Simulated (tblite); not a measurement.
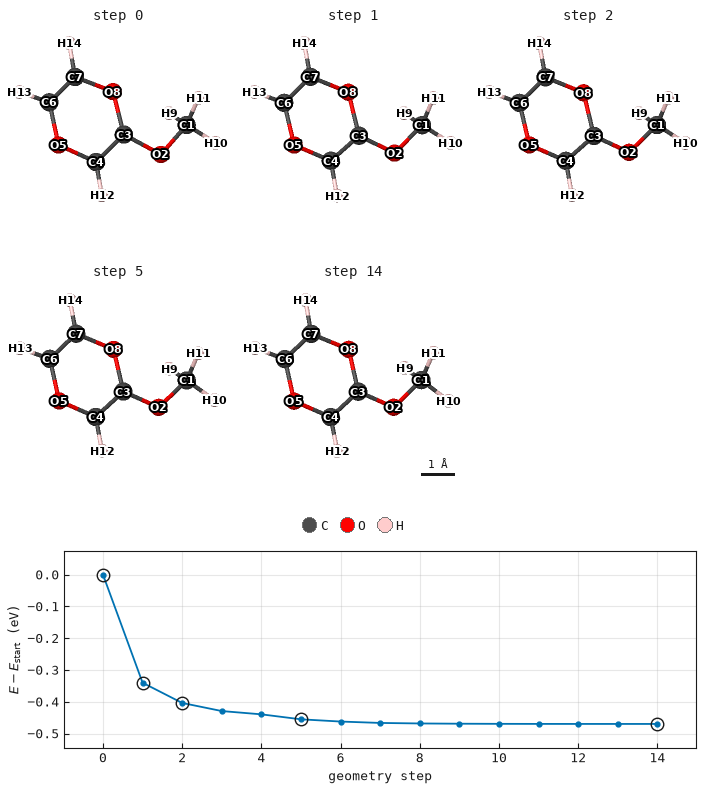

Frames of a relaxation of C5H6O3 (charge +1, multiplicity 2), marked on the history of the run. Style: ball-and-stick. Shown at a tilt.

The calculation used GFN2-xTB geometry optimisation, gas phase in tblite. 

> What happens along the run?

After 14 geometry steps the energy has fallen by 0.470 eV. O2 moves most after the best rigid fit: 0.12 Å. Largest moves by element: O 0.12 Å, H 0.10 Å, C 0.04 Å. Some distances before and after: O2–C3 1.391 → 1.292 Å, C3–C4 1.436 → 1.383 Å, C4–O5 1.378 → 1.338 Å, O5–C6 1.369 → 1.347 Å. Bond angles that change, for instance: C1–O2–C3 111.6° → 120.1°, O2–C3–O8 124.4° → 118.1°, O2–C3–C4 115.2° → 121.4°. From step 0 to 1: O2 moves most (0.06 Å), energy −0.340 eV. From step 1 to 2: O2 moves most (0.03 Å), energy −0.064 eV. From step 2 to 5: H10 moves most (0.05 Å), energy −0.051 eV. From step 5 to 14: H10 moves most (0.05 Å), energy −0.015 eV.
